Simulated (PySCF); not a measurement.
**C₆H₆O₂, SMILES `CC=C=C=CC(=O)O`: what the electrons do**

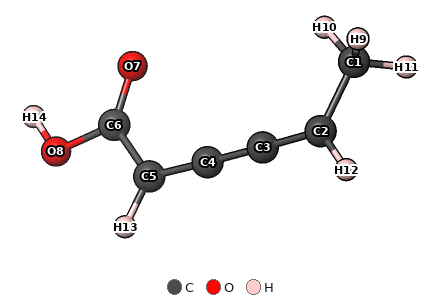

The molecule, with its atoms numbered as below. No frequency check shows the geometry to be a minimum.

Cartesian coordinates (Å):

```
C1       3.4563    0.8542   -0.0018
C2       2.8019   -0.4826   -0.0002
C3       1.4983   -0.6543   -0.0007
C4       0.2538   -0.8042   -0.0003
C5      -1.0602   -0.9338    0.0009
C6      -1.9517    0.2247    0.0003
O7      -1.6276    1.3875    0.0006
O8      -3.2468   -0.1572   -0.0007
H9       4.0917    0.9563    0.8861
H10      2.7167    1.6501   -0.0049
H11      4.0956    0.9527   -0.8721
H12      3.4556   -1.3470    0.0016
H13     -1.5360   -1.9035    0.0025
H14     -3.8185    0.6250   -0.0010
```

### 1. Bonding charge

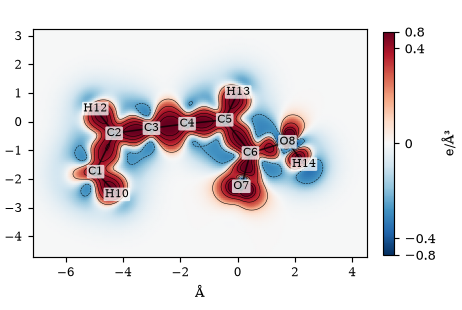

Deformation density (molecule less spherical, spin-averaged free atoms) in a plane through 12 of the atoms; colour scale in e/Å³, logarithmic beyond ±0.1; red: gain, blue: loss.

PySCF calculation, HF/def2-SVP, gas phase; geometry: GFN2-xTB.

> How much density has each bond in this plane gained at its critical point, relative to the free atoms?

The five largest and four smallest: C3–C4: +0.85 e/Å³ at the bond critical point (bond length 1.25 Å, Mayer order 2.0). C6–O7: +0.79 e/Å³ at the bond critical point (bond length 1.21 Å, Mayer order 2.0). C2–C3: +0.78 e/Å³ at the bond critical point (bond length 1.31 Å, Mayer order 1.8). C4–C5: +0.74 e/Å³ at the bond critical point (bond length 1.32 Å, Mayer order 1.7). C2–H12: +0.74 e/Å³ at the bond critical point (bond length 1.08 Å, Mayer order 1.0). C5–C6: +0.69 e/Å³ at the bond critical point (bond length 1.46 Å, Mayer order 1.0). O8–H14: +0.60 e/Å³ at the bond critical point (bond length 0.97 Å, Mayer order 0.9). C1–C2: +0.57 e/Å³ at the bond critical point (bond length 1.49 Å, Mayer order 1.0). C6–O8: +0.32 e/Å³ at the bond critical point (bond length 1.35 Å, Mayer order 1.1). In all, 3.6 electrons gather in the regions of gain relative to the promolecule.

> Where do the Hirshfeld charges lie?

The highest Hirshfeld charge is on C6 (+0.26 e), the lowest on O7 (−0.35 e).

### 2. Bond critical points

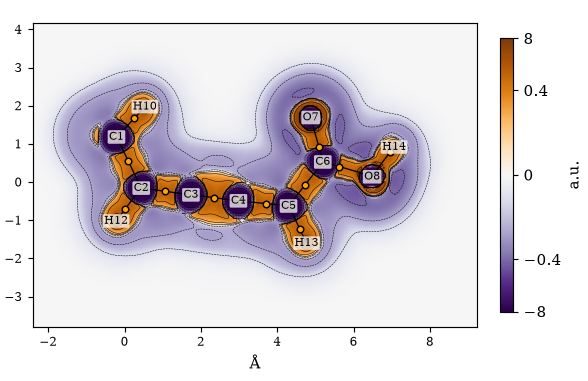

Negative Laplacian of the density (−∇²ρ) in a plane through 12 of the atoms (orange positive, purple negative, colour scale in a.u., logarithmic beyond ±0.04), with bond paths and bond critical points (dots).

> Sort the bonds in the plane by the sign of ∇²ρ at their critical points.

Concentrated (∇²ρ < 0): C3–C4 (−1.11 a.u.); O8–H14 (−2.63 a.u.); C2–C3 (−1.04 a.u.); C4–C5 (−1.04 a.u.); C6–O8 (−0.34 a.u.); C5–C6 (−0.86 a.u.); C2–H12 (−1.17 a.u.); C5–H13 (−1.16 a.u.); C1–H10 (−1.12 a.u.); C1–C2 (−0.73 a.u.). Depleted (∇²ρ > 0): C6–O7 (+0.15 a.u., H = −0.765). A positive Laplacian with clearly negative H marks a strongly polar covalent bond, whose critical point lies close to the core of the less electronegative atom.

> Where along O8–H14 does the critical point lie?

0.80 Å from O8 and 0.17 Å from H14.

### 3. Electrostatic potential

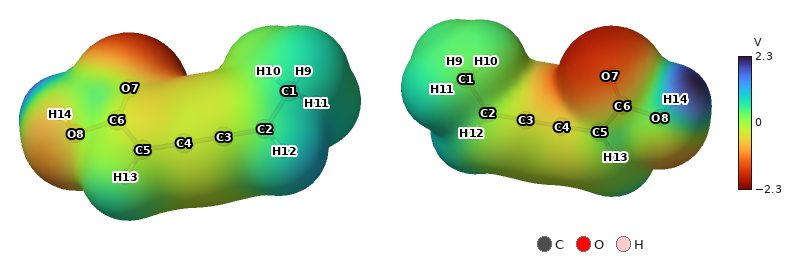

Electrostatic potential on the surface of electron density 0.001 a.u. (back view left, front view right).

> Where are the extremes of the potential on the surface?

Highest: 2.25 V, 1.1 Å from H14. Further maxima include 1.15 V, 1.3 Å from H12; 0.71 V, 1.3 Å from H13. Lowest: −1.94 V, 1.7 Å from O7. Further minima include −1.02 V, 1.7 Å from O8; −0.27 V, off the C3–C4 bond (2.1 to 2.2 Å from its atoms). The surface is sampled at points, so like sites can differ by a few per cent and only the strongest of them is named.

> What volume does the surface enclose, and what is the dipole moment?

About 146 Å³; the dipole moment is 2.4 D.

### 4. Localised orbitals

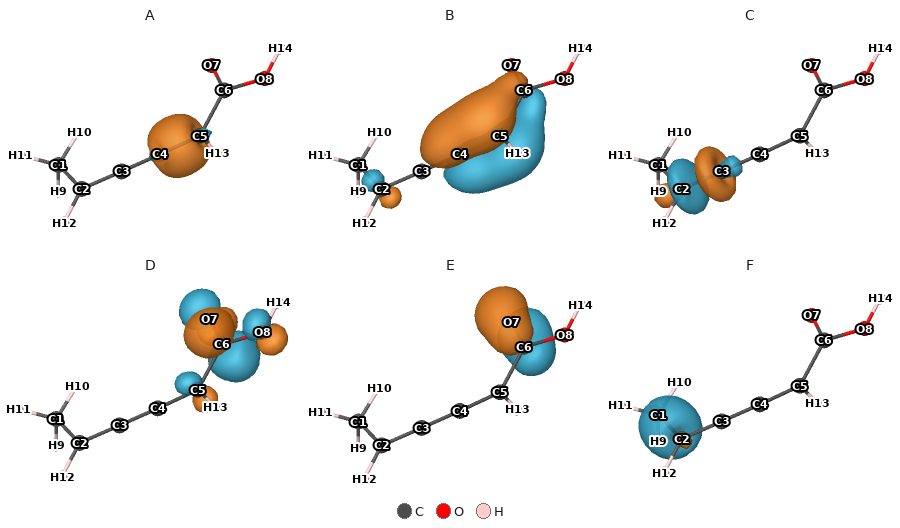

Intrinsic bond orbitals (IBO), occupied and valence-virtual; each surface holds about 80 % of the orbital's density. Energies are diagonal elements of the Fock matrix.

Method: TPSS/6-31G*; geometry: GFN2-xTB; program: PySCF.

> Name the orbitals, with their atomic make-up and energies.

By panel:
- A: σ bond C4–C5 (C4 51 %, C5 48 %; −16.6 eV)
- B: delocalised π orbital mainly over C5, C4 and C6 (C5 52 %, C4 36 %, C6 7 %; −7.6 eV)
- C: σ* orbital C2–C3 (C2 51 %, C3 48 %; 17.1 eV)
- D: delocalised π* orbital mainly over C6, O7 and O8 (C6 56 %, O7 27 %, O8 10 %; 1.2 eV)
- E: π bond O7–C6 (O7 69 %, C6 28 %; −8.5 eV)
- F: σ bond C2–C1 (C2 51 %, C1 48 %; −14.0 eV)

> Which has the smallest and which the largest spatial spread?

Smallest: A (0.73 Å); largest: B (1.41 Å).

> How do all the valence pairs divide up?

21 pairs: 13 σ bonds, 4 lone pairs, 2 two-centre π bonds and 2 delocalised π orbitals.

The PySCF runs shown took 7.1 s and 94 s on 1 thread of AMD EPYC (Zen 3), on a shared host.
